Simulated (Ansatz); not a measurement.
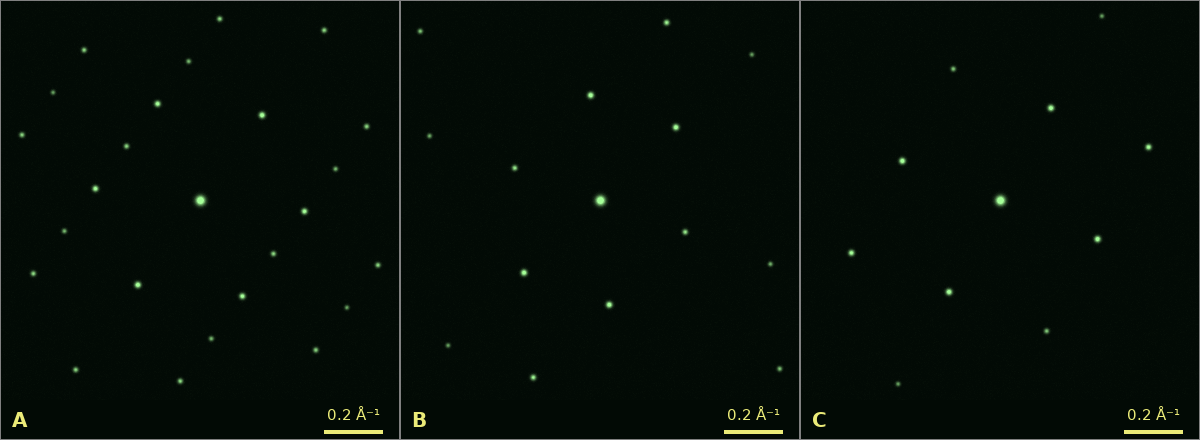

The patterns are kinematic simulations for 120 kV electrons (no multiple scattering; isotropic B = 0.5 Å²).

All three come from Tl, space group P6_3/mmc (No. 194), a = 3.624 Å, c = 5.433 Å (hexagonal axes). Structure: the end point of a relaxation at fixed volume with DFT r2SCAN, scalar-relativistic, plane waves, PAW (Ansatz 0.2.0).

```cif
data_structure
_symmetry_space_group_name_H-M 'P6_3/mmc'
_symmetry_Int_Tables_number 194
_cell_length_a 3.6238
_cell_length_b 3.6238
_cell_length_c 5.4328
_cell_angle_alpha 90.000
_cell_angle_beta 90.000
_cell_angle_gamma 120.000
_cell_volume 61.79
loop_
_atom_site_label
_atom_site_type_symbol
_atom_site_symmetry_multiplicity
_atom_site_Wyckoff_symbol
_atom_site_fract_x
_atom_site_fract_y
_atom_site_fract_z
_atom_site_occupancy
Tl1 Tl 2 d 0.33333 0.66667 0.75000 1
```

Q: Assign the zone axes [100], [101], [211] to A, B and C.

A: A is [100]: rectangular net of 0 0 1 (itself extinct) at d = 5.43 Å and 0 1 0 at d = 3.14 Å, at 90.0°. B is [101]: centred rectangular net of 0 1 0 at d = 3.14 Å and 1 0 -1 at d = 2.72 Å, at 64.3°. C is [211]: centred rectangular net of 0 1 -1 at d = 2.72 Å and -1 1 1 at d = 2.72 Å, at 82.8°.
